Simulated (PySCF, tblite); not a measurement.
# C4H8BO2+: dynamics, then NMR shifts on frames, part 2 of 2

tblite 0.8.0 and PySCF 2.14.0. Atoms count from 0. The steps go on from the part before.

### Step 5. Nuclear shieldings: 625 fs, PBE0/pcSseg-1

The job: settings as JSON, then the geometry in Å.

```
{"job": {"kind": "nmr", "xc": "PBE0", "basis": "pcSseg-1", "pop": false}, "charge": 1, "multiplicity": 1}
C      2.329700     0.566800     0.145700
C      1.052200     0.644300    -0.320800
C      0.269700    -0.501600    -0.532100
C     -1.077400    -0.462000    -0.949100
B     -1.970900     0.158600     0.284500
O     -1.672300     1.373000     0.691500
O     -2.829800    -0.698000     0.771500
H      2.978200     1.443500     0.254100
H      2.809200    -0.314800     0.495800
H      0.678400     1.582700    -0.667300
H      0.689400    -1.436400    -0.160900
H     -1.501800    -1.373000    -1.146400
H     -1.376900     0.341700    -1.641300
H     -2.109100     1.812000     1.414100
H     -3.448200    -0.601700     1.518800
```

Method: GIAO PBE0/pcSseg-1 NMR shielding, non-relativistic, gas phase.

Standard output:

```text
coarse grid: 12568 points
cycle   1  E = -331.7173483115  dE =  1.323e+00  |g| = 8.521e-01  |ddm| = 3.362e+00
cycle   2  E = -331.5942505828  dE =  1.231e-01  |g| = 1.179e+00  |ddm| = 1.217e+00
cycle   3  E = -331.8458214259  dE = -2.516e-01  |g| = 7.701e-02  |ddm| = 7.612e-01
cycle   4  E = -331.8468405396  dE = -1.019e-03  |g| = 4.631e-02  |ddm| = 9.261e-02
cycle   5  E = -331.8472679867  dE = -4.274e-04  |g| = 1.199e-02  |ddm| = 3.399e-02
cycle   6  E = -331.8472941153  dE = -2.613e-05  |g| = 2.678e-03  |ddm| = 8.787e-03
cycle   7  E = -331.8472956454  dE = -1.530e-06  |g| = 6.166e-04  |ddm| = 2.125e-03
final grid: 121432 points
cycle   8  E = -331.9073125408  dE = -4.762e-05  |g| = 9.289e-03  |ddm| = 2.626e-02
cycle   9  E = -331.9073033210  dE =  9.220e-06  |g| = 1.188e-02  |ddm| = 1.312e-02
cycle  10  E = -331.9073305925  dE = -2.727e-05  |g| = 1.375e-03  |ddm| = 7.343e-03
cycle  11  E = -331.9073310168  dE = -4.243e-07  |g| = 4.036e-04  |ddm| = 1.208e-03
cycle  12  E = -331.9073310565  dE = -3.970e-08  |g| = 1.749e-04  |ddm| = 4.378e-04
cycle  13  E = -331.9073310642  dE = -7.691e-09  |g| = 1.420e-05  |ddm| = 1.409e-04
cycle  14  E = -331.9073310642  dE = -3.695e-11  |g| = 7.647e-06  |ddm| = 1.788e-05
converged SCF energy = -331.9073310642

GIAO shielding tensors (ppm)
atom      isotropic    diamagn.    paramagn.     s11        s22        s33       span
  0 C       -9.821     253.268    -263.089   -119.425    -73.906    163.867    283.292
  1 C       37.084     256.812    -219.728    -67.307     15.387    163.172    230.479
  2 C      -51.554     259.301    -310.856   -192.939   -111.869    150.146    343.085
  3 C      125.461     257.248    -131.787     67.751    133.029    175.604    107.853
  4 B       82.128     196.418    -114.290     57.151     84.723    104.509     47.358
  5 O      218.071     391.914    -173.843    128.178    248.803    277.232    149.054
  6 O      204.858     384.921    -180.064    123.897    235.204    255.471    131.575
  7 H       22.698      26.985      -4.288     18.691     23.168     26.234      7.543
  8 H       23.418      30.039      -6.621     17.952     24.811     27.490      9.538
  9 H       23.578      32.272      -8.694     19.529     22.691     28.514      8.985
 10 H       21.675      32.664     -10.988     15.328     22.729     26.969     11.641
 11 H       28.427      31.632      -3.206     25.739     28.363     31.178      5.439
 12 H       26.456      28.866      -2.409     24.224     24.746     30.400      6.176
 13 H       26.790      30.115      -3.325     20.566     21.535     38.271     17.705
 14 H       25.625      27.438      -1.813     19.737     20.090     37.047     17.310
```

Wall time 15 s (1 thread of Intel Xeon Platinum 8488C, shared host); peak memory 0.75 GiB.

Key values: δ C2 238.5, C0 196.7, C1 149.8, C3 61.5, H10 10.04, H7 9.02 ppm.

### Step 6. NMR shieldings: 800 fs, PBE0/pcSseg-1

The job: settings as JSON, then the geometry in Å.

```
{"job": {"kind": "nmr", "xc": "PBE0", "basis": "pcSseg-1", "pop": false}, "charge": 1, "multiplicity": 1}
C      2.227100    -0.316100     0.931300
C      1.338000     0.265800     0.123700
C      0.379200    -0.562100    -0.554400
C     -0.805100    -0.136000    -1.196100
B     -1.814900     0.108500     0.169800
O     -1.928300     1.432300     0.505600
O     -2.459100    -1.030500     0.599500
H      3.061000     0.184800     1.389600
H      2.183900    -1.413200     1.046100
H      1.307300     1.338500    -0.075200
H      0.585100    -1.619800    -0.403800
H     -1.261300    -0.855700    -1.841200
H     -0.637400     0.907100    -1.663900
H     -2.487700     1.607700     1.272000
H     -3.173100    -0.883100     1.238600
```

Method: GIAO PBE0/pcSseg-1 NMR shielding, non-relativistic, gas phase.

Standard output:

```text
coarse grid: 12568 points
cycle   1  E = -331.7173159580  dE =  1.064e+00  |g| = 8.430e-01  |ddm| = 3.317e+00
cycle   2  E = -331.5677685061  dE =  1.495e-01  |g| = 1.240e+00  |ddm| = 1.248e+00
cycle   3  E = -331.8472834151  dE = -2.795e-01  |g| = 7.929e-02  |ddm| = 7.578e-01
cycle   4  E = -331.8480581648  dE = -7.747e-04  |g| = 5.298e-02  |ddm| = 9.603e-02
cycle   5  E = -331.8487831047  dE = -7.249e-04  |g| = 1.402e-02  |ddm| = 5.110e-02
cycle   6  E = -331.8488335964  dE = -5.049e-05  |g| = 2.989e-03  |ddm| = 1.166e-02
cycle   7  E = -331.8488356904  dE = -2.094e-06  |g| = 7.677e-04  |ddm| = 2.312e-03
final grid: 121432 points
cycle   8  E = -331.9075566590  dE = -3.741e-05  |g| = 8.322e-03  |ddm| = 2.516e-02
cycle   9  E = -331.9075480146  dE =  8.644e-06  |g| = 1.097e-02  |ddm| = 1.144e-02
cycle  10  E = -331.9075713768  dE = -2.336e-05  |g| = 1.173e-03  |ddm| = 6.346e-03
cycle  11  E = -331.9075716544  dE = -2.776e-07  |g| = 1.613e-04  |ddm| = 8.065e-04
cycle  12  E = -331.9075716564  dE = -2.058e-09  |g| = 1.388e-04  |ddm| = 2.202e-04
cycle  13  E = -331.9075716610  dE = -4.585e-09  |g| = 1.766e-05  |ddm| = 1.112e-04
cycle  14  E = -331.9075716611  dE = -6.503e-11  |g| = 7.803e-06  |ddm| = 2.129e-05
converged SCF energy = -331.9075716611

GIAO shielding tensors (ppm)
atom      isotropic    diamagn.    paramagn.     s11        s22        s33       span
  0 C       -5.028     255.108    -260.136   -120.282    -50.979    156.177    276.459
  1 C       37.039     259.159    -222.120    -59.463     12.984    157.596    217.060
  2 C      -70.961     262.186    -333.146   -210.585   -138.389    136.092    346.677
  3 C      111.860     256.855    -144.995     53.759    109.675    172.145    118.386
  4 B       74.388     196.000    -121.612     45.579     79.002     98.584     53.005
  5 O      192.257     388.129    -195.872     84.047    242.914    249.809    165.762
  6 O      182.497     386.845    -204.348     65.605    222.680    259.207    193.603
  7 H       22.771      27.885      -5.114     18.565     23.640     26.109      7.544
  8 H       23.373      29.321      -5.947     18.548     23.796     27.776      9.228
  9 H       23.519      31.947      -8.428     20.507     22.782     27.270      6.763
 10 H       21.592      33.564     -11.971     14.042     23.305     27.430     13.387
 11 H       26.694      29.495      -2.801     24.900     25.442     29.741      4.841
 12 H       25.262      28.971      -3.709     23.356     23.928     28.502      5.146
 13 H       26.533      28.647      -2.114     20.805     21.704     37.089     16.284
 14 H       26.150      27.657      -1.507     20.469     21.406     36.576     16.106
```

Wall time 15 s (1 thread of Intel Xeon Platinum 8488C, shared host); peak memory 0.74 GiB.

In short: δ C2 257.9, C0 192.0, C1 149.9, C3 75.1, H10 10.12, H7 8.95 ppm.

### Step 7. Nuclear shieldings: 1000 fs, PBE0/pcSseg-1

The job: settings as JSON, then the geometry in Å.

```
{"job": {"kind": "nmr", "xc": "PBE0", "basis": "pcSseg-1", "pop": false}, "charge": 1, "multiplicity": 1}
C      2.532000    -0.413700     0.999500
C      1.625400     0.136700     0.219400
C      0.502100    -0.534400    -0.272100
C     -0.468900    -0.013400    -1.116300
B     -1.740000     0.108900     0.127600
O     -1.814100     1.416500     0.478300
O     -2.433400    -0.985800     0.359200
H      3.322700     0.185600     1.363600
H      2.533500    -1.437300     1.323300
H      1.685800     1.163000     0.028800
H      0.390900    -1.546500     0.088700
H     -0.970800    -0.663300    -1.837800
H     -0.257100     0.974100    -1.530000
H     -2.494000     1.787200     1.040500
H     -3.174200    -0.951700     0.962900
```

With the program's defaults for keys left out, this is: GIAO PBE0/pcSseg-1 NMR shielding, non-relativistic, gas phase.

Standard output:

```text
coarse grid: 12568 points
cycle   1  E = -331.7220384257  dE =  1.277e+00  |g| = 8.353e-01  |ddm| = 3.367e+00
cycle   2  E = -331.6016938241  dE =  1.203e-01  |g| = 1.174e+00  |ddm| = 1.152e+00
cycle   3  E = -331.8459342110  dE = -2.442e-01  |g| = 8.170e-02  |ddm| = 6.884e-01
cycle   4  E = -331.8469021089  dE = -9.679e-04  |g| = 4.871e-02  |ddm| = 8.832e-02
cycle   5  E = -331.8474340302  dE = -5.319e-04  |g| = 1.306e-02  |ddm| = 4.274e-02
cycle   6  E = -331.8474756172  dE = -4.159e-05  |g| = 2.973e-03  |ddm| = 1.123e-02
cycle   7  E = -331.8474775856  dE = -1.968e-06  |g| = 1.047e-03  |ddm| = 2.555e-03
final grid: 121432 points
cycle   8  E = -331.9076378572  dE = -4.474e-05  |g| = 8.909e-03  |ddm| = 2.718e-02
cycle   9  E = -331.9076288831  dE =  8.974e-06  |g| = 1.154e-02  |ddm| = 1.235e-02
cycle  10  E = -331.9076546726  dE = -2.579e-05  |g| = 1.159e-03  |ddm| = 6.895e-03
cycle  11  E = -331.9076549388  dE = -2.662e-07  |g| = 2.059e-04  |ddm| = 8.412e-04
cycle  12  E = -331.9076549438  dE = -4.982e-09  |g| = 1.401e-04  |ddm| = 2.020e-04
cycle  13  E = -331.9076549473  dE = -3.529e-09  |g| = 1.687e-05  |ddm| = 8.526e-05
cycle  14  E = -331.9076549473  dE = -5.650e-11  |g| = 7.091e-06  |ddm| = 1.936e-05
converged SCF energy = -331.9076549473

GIAO shielding tensors (ppm)
atom      isotropic    diamagn.    paramagn.     s11        s22        s33       span
  0 C        6.212     253.719    -247.507   -108.081    -41.071    167.788    275.869
  1 C       47.797     257.627    -209.831    -54.678     34.407    163.660    218.338
  2 C      -38.171     260.538    -298.709   -172.115    -93.721    151.322    323.437
  3 C      105.259     256.156    -150.897     41.814    102.614    171.349    129.535
  4 B       79.199     196.690    -117.491     47.535     78.293    111.770     64.235
  5 O      196.095     388.827    -192.732     97.289    234.326    256.670    159.381
  6 O      203.365     386.935    -183.570     98.873    241.657    269.567    170.694
  7 H       23.776      27.840      -4.064     19.740     24.142     27.447      7.707
  8 H       23.794      29.471      -5.677     19.201     24.725     27.456      8.255
  9 H       24.623      33.317      -8.694     21.570     23.506     28.794      7.224
 10 H       22.399      33.705     -11.306     15.844     23.088     28.265     12.421
 11 H       25.853      28.688      -2.835     23.580     24.611     29.368      5.787
 12 H       26.745      31.182      -4.437     25.111     25.767     29.357      4.246
 13 H       26.397      28.830      -2.432     20.251     20.631     38.311     18.060
 14 H       26.149      28.080      -1.931     20.220     20.724     37.504     17.284
```

Wall time 15 s (1 thread of Intel Xeon Platinum 8488C, shared host); peak memory 0.74 GiB.

This run: δ C2 225.1, C0 180.7, C1 139.1, C3 81.7, H10 9.32, H7 7.94 ppm.

### Step 8. Comparing the runs: NMR shifts

Shifts (ppm) of some atoms, chosen among heavy atoms and hydrogens apart, with basis size and wall time:

| frame | C2 | C0 | C3 | H11 | H12 | O6 | O5 | functions | time |
| --- | --- | --- | --- | --- | --- | --- | --- | --- | --- |
| 250 fs | 236.7 | 182.2 | 76.6 | 5.12 | 5.12 | 125.2 | 119.7 | 159 | 20 s |
| 425 fs | 235.7 | 192.2 | 65.1 | 5.31 | 4.12 | 117.7 | 138.6 | 159 | 15 s |
| 625 fs | 238.5 | 196.7 | 61.5 | 3.29 | 5.26 | 131.2 | 118.0 | 159 | 15 s |
| 800 fs | 257.9 | 192.0 | 75.1 | 5.02 | 6.45 | 153.6 | 143.8 | 159 | 15 s |
| 1000 fs | 225.1 | 180.7 | 81.7 | 5.86 | 4.97 | 132.7 | 140.0 | 159 | 15 s |

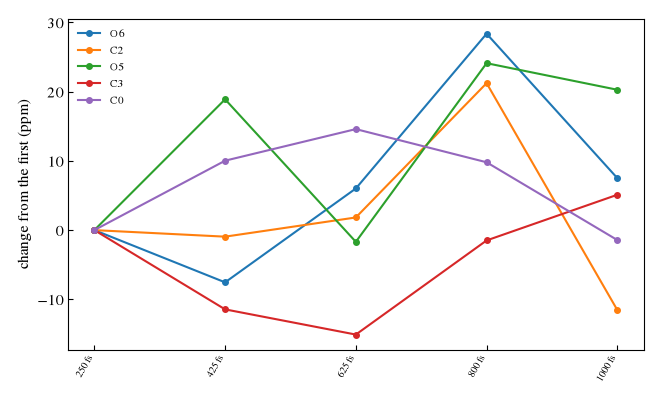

How five of the tabulated atoms move from run to run.

### Step 9. Outcome

What follows sums up all 2 parts.

```
                                           quantity                                               value
                                         thermostat                                               200 K
                      mean temperature, second half                                               204 K
            mean potential energy above the minimum                                             0.35 eV
     ¹³C shifts against TMS (PBE0/pcSseg-1, 250 fs)                       236.7, 182.2, 147.0, 76.6 ppm
      ¹H shifts against TMS (PBE0/pcSseg-1, 250 fs)  9.76, 8.30, 7.90, 7.78, 5.87, 5.12, 5.12, 5.04 ppm
¹¹B shifts against BF3·OEt2 (PBE0/pcSseg-1, 250 fs)                                            18.8 ppm
     ¹⁷O shifts against H2O (PBE0/pcSseg-1, 250 fs)                                    125.2, 119.7 ppm
                           range of the shift of O6                                  117.7 to 153.6 ppm
```

**Reading.** In the second half the potential energy averages 0.35 eV above the minimum; equipartition over 39 harmonic modes at 200 K would give 0.34 eV. With 15 atoms the temperature swings widely (113 to 297 K). Shifts at one fixed geometry are not the observed spectrum, which averages over the motion. In the first frame run (250 fs): The largest span, 337 ppm, is at C2, where the paramagnetic term is -310 ppm. By nearest atom (PBE0/pcSseg-1), the HOMO sits on C0, C1 about 26 % each; C3 15 % and the LUMO on C2 35 %; C0 25 %. Across the 5 runs the shift of O6 moves most, between 117.7 (425 fs) and 153.6 ppm (800 fs).
